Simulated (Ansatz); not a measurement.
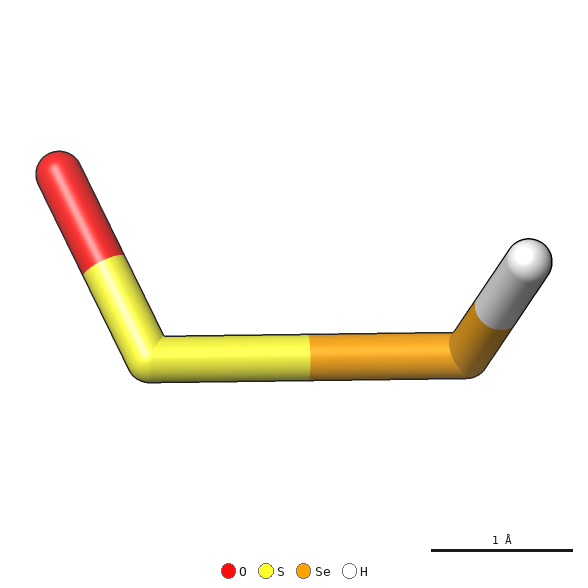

The structure as it stands in the input.

The calculation was set up as follows.

```yaml
crystal:
  periodic: [false, false, false]
  atoms:
    - {symbol: O, position_ang: [-0.316560, 0.833816, 1.759472]}
    - {symbol: S, position_ang: [-1.025936, 0.123180, 0.604170]}
    - {symbol: Se, position_ang: [0.223748, 0.107869, -1.291065]}
    - {symbol: H, position_ang: [1.118748, -1.064875, -1.072577]}
basis:
  gaussian: {orbitals: "def2-TZVPPD.json"}
total_charge: -1
hamiltonian: {xc: {name: wB97M-V}}
```

Command:

```sh
ansatz run in.yaml --threads 2 --pin off --events-out ev --progress --plain --max-ram 4352MiB
```

What the program printed:

```
Functional definition: wB97M-V
  name "wB97M-V"
  cite "Mardirossian & Head-Gordon, J. Chem. Phys. 144, 214110 (2016) doi:10.1063/1.4952647"
  cite "Becke, J. Chem. Phys. 107, 8554 (1997) doi:10.1063/1.475007"
  cite "Vydrov & Van Voorhis, J. Chem. Phys. 133, 244103 (2010) doi:10.1063/1.3521275"
  # Of w^i u^j: cxij and so on, Table III.
  parameter omega = 0.3/bohr
  parameter cx = 0.15
  parameter cx01 = 1.007
  parameter cx10 = 0.259
  parameter css00 = 0.443
  parameter css04 = -1.437
  parameter css10 = -4.535
  parameter css20 = -3.390
  parameter css43 = 4.278
  parameter cos00 = 1.000
  parameter cos10 = 1.358
  parameter cos20 = 2.924
  parameter cos21 = -8.812
  parameter cos60 = -1.390
  parameter cos61 = 9.142
  parameter b = 6.0
  parameter c = 0.01
  gx(w, u) = 1 - cx + cx01*u + cx10*w
  gss(w, u) = css00 + css04*u^4 + css10*w + css20*w^2 + css43*w^4*u^3
  gos(w, u) = cos00 + cos10*w + (cos20 + cos21*u)*w^2 + (cos60 + cos61*u)*w^6
  exchange = spin_sum(e_x_unif_sr(omega)*gx(b97_w, b97_u_x)) + cx*exact_x_sr(omega) + exact_x_lr(omega)
  correlation = spin_sum(e_c_pw_mod_same_spin*gss(b97_w, b97_u_same))
      + integral(e_c_pw_mod_opposite_spin*gos(b97_w_opposite, b97_u_opposite)) + vv10(b, c)
998 factors; their error is unknown
218 factors; integrals over basis functions are off by at most 3.2e-5 eV
mean field evaluation 1: about -78243.2588 eV, gradient 3.3e1 eV
mean field evaluation 2: about -78242.5549 eV, gradient 4.2e1 eV
mean field evaluation 4: about -78245.4408 eV, gradient 1.3e0 eV
mean field evaluation 8: about -78245.4501 eV, gradient 6.7e-2 eV
mean field evaluation 16: about -78245.6341 eV, gradient 1.8e-4 eV
mean field -78245.63405590 eV, -2875.4740147587 hartree, gradient 4.2e-5 eV, S^2 0.000000; 0 other end points of the search recorded, 0 dependent functions left out
reference -78245.63412232 eV, -2875.4740171997 hartree; 30, 30 occupied and 135, 135 virtual orbitals, 998 factors
Total energy: -78245.63412232 eV, -2875.4740171997 hartree
```
